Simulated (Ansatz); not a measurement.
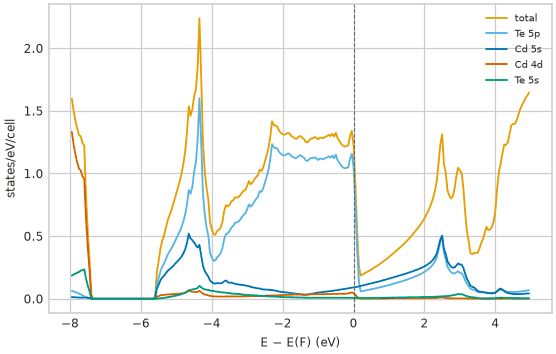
Total and projected density of states of CdTe (rock salt, Fm-3m), DFT-LDA in the program Ansatz with PAW potentials

### Question
Which orbitals carry the states next to the Fermi level?

### Answer
Within 0.5 eV of the Fermi level: Te 5p 80 %, Cd 5s 11 %. Projections are on Löwdin-orthogonalised atomic valence shells; empty p or d shells of many metals are not among them.

### Question
Where is the tallest occupied peak in this window, and what makes it?

### Answer
Near -4.3 eV, about 2.2 states/eV per cell; the largest projected share is Te 5p.

This is a known high-pressure phase of the composition, computed here at zero pressure and temperature. Symmetry was held in the LDA relaxation; whether a distortion lowers the energy is not shown. Spin–orbit coupling is left out wherever it is not named.

Potentials: the earlier of the program's two PAW sets. The files were generated under PBE; for other functionals the program regenerates the frozen cores, and for LDA and PBEsol the local potential too.
